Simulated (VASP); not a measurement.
Band structure of V (bcc). Computed with revTPSS meta-GGA, VASP's PBE PAW potentials (set 64) (plane waves; VASP).

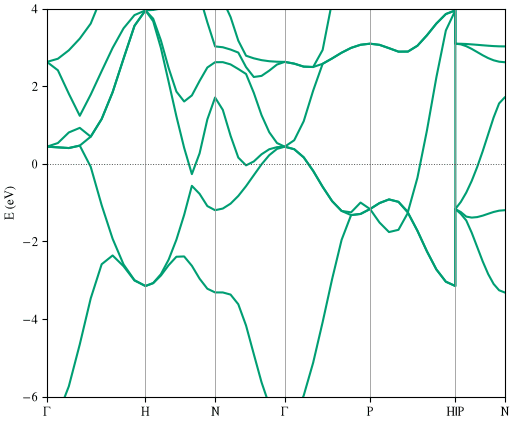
Bands along high-symmetry lines, zero at the valence-band maximum or, without a gap, the Fermi level

### Question
Read the plot: is there a gap, and where are the band edges?

### Answer
It has no gap at this level: it comes out as a metal or semimetal.

The compound is V in the bcc structure. It was relaxed first, which changed the volume by -6 %. The run is not spin-polarised, so no magnetic state was tried.
